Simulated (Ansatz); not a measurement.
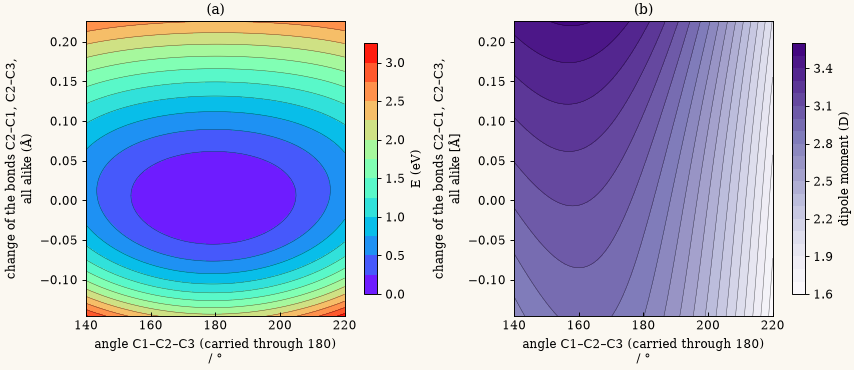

C₄H₄F₂, SMILES CC#CC(F)F. 
- First axis: angle C1–C2–C3 (carried through 180). Second axis: change of the bonds C2–C1, C2–C3, all alike.
- Nothing is relaxed (all other coordinates rigid).
- The grid has 15 × 15 points.
- Points are written as (first, second).
- All energies are given in eV relative to the relaxed molecule at the same level.
- Theory: RKS PBE0-D4/def2-SVP (Ansatz 0.2.0).

Panel (a) is the energy; panel (b) is the computed dipole moment, in D.

In the figure: filled contours. Between grid points the surface is interpolated.

Q: How does the dipole moment vary over the map, and what is it at the lowest grid point?

A: Leaving out the highest fifth of the energies, it runs from 1.69 D at (220.0°, −0.093 Å) to 3.40 D at (157.1°, 0.173 Å). At the lowest grid point, (180.0°, 0.013 Å), it is 2.96 D.
